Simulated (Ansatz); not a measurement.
SbH3SO: several calculations on one system

## 1. Relaxation

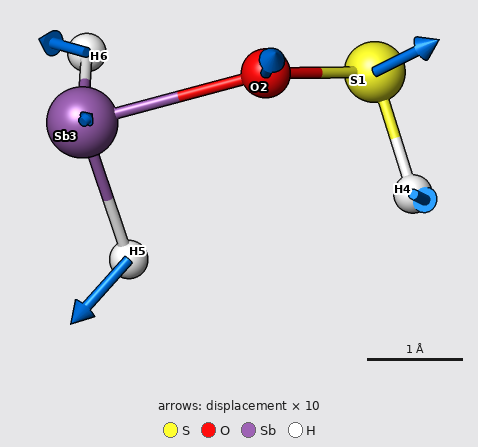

A relaxation of SbH3SO. The starting structure is drawn; blue arrows show the displacements, 10 times their true length. The two geometries are superimposed by the best rigid fit.

Style: ball-and-stick. Shown face on.

The run prepares an end point of a later path (inversion) calculation, from a guessed geometry.

All numbers below come from RKS PBE/def2-SVP (Ansatz 0.2.0).

The input:
```yaml
crystal:
  periodic: [false, false, false]
  atoms:
    - { symbol: S, position_ang: [-0.57188, -1.56573, 0.3114] }
    - { symbol: O, position_ang: [-1.14252, -0.04062, 0.37529] }
    - { symbol: Sb, position_ang: [0.10393, 1.57383, 0.28441] }
    - { symbol: H, position_ang: [-0.58613, -1.72648, -1.02749] }
    - { symbol: H, position_ang: [0.87803, 0.97342, -1.12029] }
    - { symbol: H, position_ang: [1.31858, 0.78557, 1.17669] }
basis:
  gaussian: { orbitals: def2-SVP }
hamiltonian:
  xc: pbe
relax:
  f_tol: 0.015
  max_steps: 40
```

Run as
```bash
ansatz run input.yaml --threads 1 --pin off --max-ram 2048MiB --backend cpu --events-out ev --progress --plain --runs-dir out
```

### What did the optimiser do to the structure, and how much energy did it gain?

The atom that moves furthest after the best rigid fit is H5 (0.094 Å). Largest moves by element: H 0.094 Å, S 0.086 Å, O 0.066 Å, Sb 0.018 Å. Some distances before and after: S1–O2 1.630 → 1.688 Å, Sb3–H6 1.701 → 1.744 Å, Sb3–H5 1.713 → 1.748 Å, S1–H4 1.349 → 1.376 Å. Among the angles between lasting bonds that change: O2–Sb3–H5 92.0° → 95.8°, O2–Sb3–H6 92.6° → 96.4°, H5–Sb3–H6 86.8° → 88.9°. After 6 geometry steps the energy has fallen by 2.26 kcal/mol. Largest force component: 1.2 eV/Å at the start, 0.011 eV/Å at the end. Cost: 25 s on 1 thread of Intel(R) Xeon(R) Platinum 8259CL CPU @ 2.50GHz (Skylake/Cascade Lake), on a shared host, peak memory 0.15 GiB.

## 2. Relaxation

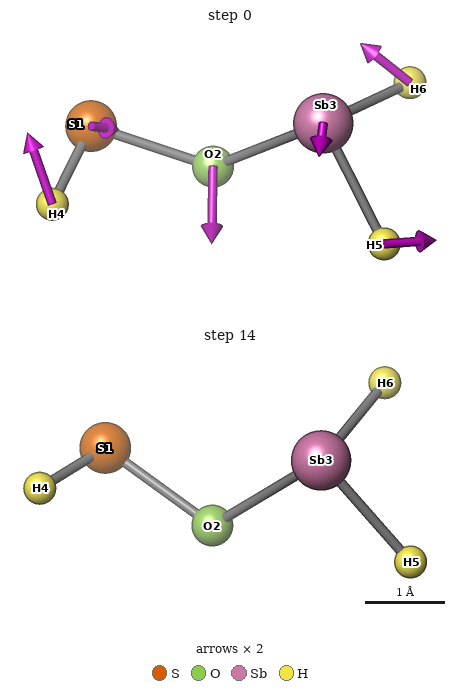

The structure of SbH3SO before (top) and after (bottom) a relaxation, at one scale. The purple arrows give the displacements, magnified 2 times.

A ball-and-stick model, seen at a tilt.

The run prepares an end point of a later path (inversion) calculation, from a guessed geometry.

Level of theory: RKS PBE/def2-SVP (Ansatz 0.2.0). Set-up: no spin polarisation; force threshold 0.015 eV/Å; at most 40 steps.

Question: What changed between the two?

Answer: After 13 accepted moves (14 points after the start) the energy has fallen by 0.112 eV. The largest force component goes from 1.1 to 0.0062 eV/Å. The line search rejected the trial step at point 9 of the run. O2 moves most after the best rigid fit: 0.52 Å. Largest moves by element: O 0.52 Å, H 0.48 Å, S 0.26 Å, Sb 0.23 Å. Near-neighbour distances that change, for instance: S1–O2 1.630 → 1.692 Å, Sb3–H6 1.701 → 1.746 Å, O2–Sb3 2.042 → 2.072 Å, Sb3–H5 1.713 → 1.742 Å. Among the angles between lasting bonds that change: S1–O2–Sb3 121.6° → 113.1°, O2–Sb3–H6 92.6° → 95.6°, H5–Sb3–H6 86.8° → 89.5°. Groups turn about O2–Sb3 by about 45°.

## 3. Path

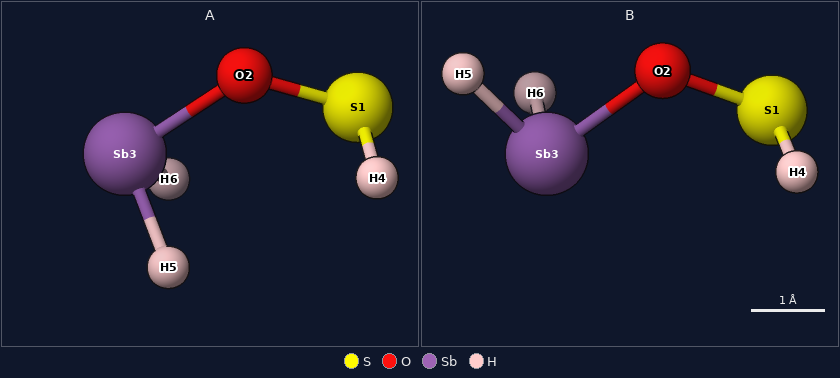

The two relaxed end points of a path for SbH$_{3}$SO. The picture is a ball-and-stick view, seen from a free direction.

These are results of Ansatz, RKS PBE/def2-SVP, not measurements.

The input:
```yaml
crystal:
  periodic: [false, false, false]
  atoms:
    - { symbol: S, position_ang: [-0.639329, -1.615603, 0.327741] }
    - { symbol: O, position_ang: [-1.205863, -0.026532, 0.387032] }
    - { symbol: Sb, position_ang: [0.106097, 1.558372, 0.292636] }
    - { symbol: H, position_ang: [-0.547879, -1.767359, -1.036993] }
    - { symbol: H, position_ang: [0.900463, 1.044802, -1.177876] }
    - { symbol: H, position_ang: [1.386519, 0.80631, 1.20747] }
basis:
  gaussian: { orbitals: def2-SVP }
hamiltonian:
  xc: pbe
neb:
  order_check: false
  images: 7
  f_tol: 0.05
  max_iterations: 60
  initial_path: idpp
  final_atoms:
    - { symbol: S, position_ang: [-0.89648011, -1.68677306, 0.4279592] }
    - { symbol: O, position_ang: [-0.87298564, -0.0787617, -0.09834672] }
    - { symbol: Sb, position_ang: [1.04329323, 0.68525849, -0.29197463] }
    - { symbol: H, position_ang: [-0.91447097, -2.32580159, -0.79171643] }
    - { symbol: H, position_ang: [0.42007687, 2.27608366, -0.63284063] }
    - { symbol: H, position_ang: [1.22057462, 1.12998419, 1.38692922] }
```

Run as
```bash
ansatz run input.yaml --threads 1 --pin off --max-ram 2048MiB --backend cpu --events-out ev --progress --plain --runs-dir out
```

**Predict the minimum-energy path and its barrier.**

Forward barrier 2.68 eV, backward barrier 2.67 eV, with image 4 at the top; the reaction energy is +0.02 eV. The motion is an umbrella inversion at Sb3. No bond forms or breaks between the ends. Bond angles that change up to the highest image, for instance: H5–Sb3–H6 88.9° → 127.4°, O2–Sb3–H6 96.4° → 116.9°. The band is converged.

Energies of the converged images:

```tsv
image	path (Å)	E (eV)
0	0.00	0.000
1	0.45	0.022
2	0.90	0.205
3	1.35	1.023
4	1.80	2.681
5	2.29	0.846
6	2.79	0.077
7	3.28	0.024
8	3.78	0.015
```

The geometry at the top of the path:

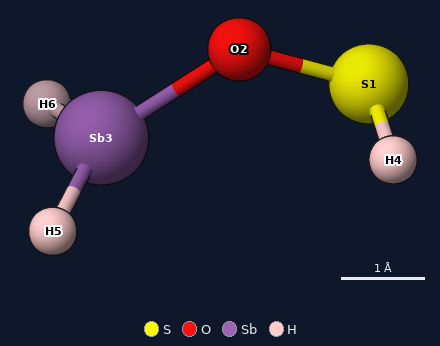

The run took 4.9 min on 1 thread of Intel(R) Xeon(R) Platinum 8259CL CPU @ 2.50GHz (Skylake/Cascade Lake), on a shared host, peak memory 0.15 GiB.
